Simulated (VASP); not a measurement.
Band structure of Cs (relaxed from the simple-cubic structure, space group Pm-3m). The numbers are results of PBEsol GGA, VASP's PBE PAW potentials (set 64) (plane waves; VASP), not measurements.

Unless said otherwise, spin-orbit coupling is left out, though it shifts the bands of the heavy elements here.

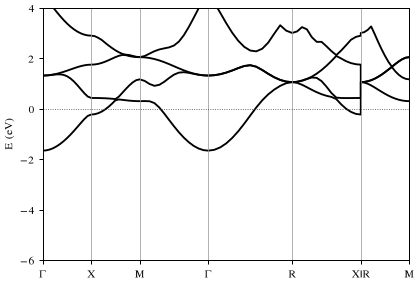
Bands along high-symmetry lines, zero at the valence-band maximum or, without a gap, the Fermi level

Problem. Read the plot: is there a gap, and where are the band edges?

Solution. It has no gap at this level: it comes out as a metal or semimetal. (Edges off the drawn lines would not show.)

The structure was generated: Cs was put into the simple-cubic type (Pm-3m), which need not be its known phase. It was relaxed first.
